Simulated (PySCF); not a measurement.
```json
{"atom": "C", "x (Å)": "-1.6516", "y (Å)": "0.4262", "z (Å)": "0.5583"}
{"atom": "C", "x (Å)": "-0.5055", "y (Å)": "-0.1906", "z (Å)": "-0.2094"}
{"atom": "O", "x (Å)": "0.6656", "y (Å)": "-0.0950", "z (Å)": "0.5619"}
{"atom": "Ge", "x (Å)": "2.1900", "y (Å)": "-0.7862", "z (Å)": "-0.0499"}
{"atom": "H", "x (Å)": "-2.5923", "y (Å)": "0.3488", "z (Å)": "-0.0078"}
{"atom": "H", "x (Å)": "-1.7792", "y (Å)": "-0.0852", "z (Å)": "1.5237"}
{"atom": "H", "x (Å)": "-1.4500", "y (Å)": "1.4887", "z (Å)": "0.7601"}
{"atom": "H", "x (Å)": "-0.7403", "y (Å)": "-1.2490", "z (Å)": "-0.4463"}
{"atom": "H", "x (Å)": "-0.3818", "y (Å)": "0.3285", "z (Å)": "-1.1822"}
{"atom": "H", "x (Å)": "2.5716", "y (Å)": "-0.0879", "z (Å)": "-1.3716"}
{"atom": "H", "x (Å)": "1.9960", "y (Å)": "-2.2986", "z (Å)": "-0.2923"}
{"atom": "H", "x (Å)": "3.2157", "y (Å)": "-0.5132", "z (Å)": "1.0550"}
```

Geometry: PBE0-D3(BJ)/def2-SVP.

Theory: PBE0/def2-SVPD, SCF density, gas phase (PySCF 2.14.0).

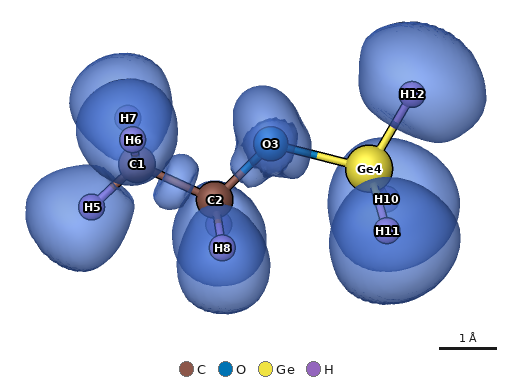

C₂H₈GeO (SMILES CC[O][GeH3]). Isosurface of the electron localisation function at 0.75 (blue), seen at a tilt. Core shells and regions of very low density are left out.

**Describe the localisation domains.**

At this value the surface marks out one region between bonded C–C atoms (shared pairs), eight regions around hydrogen nuclei and one region on O in which the atom's valence shell and bonds are merged. Profiles from the grid: C–O (1.41 Å): the ELF peaks at about 0.90 between the atoms: a polar covalent bond. C–C (1.51 Å): the ELF peaks at about 0.95 between the atoms; localised, covalent bonding.
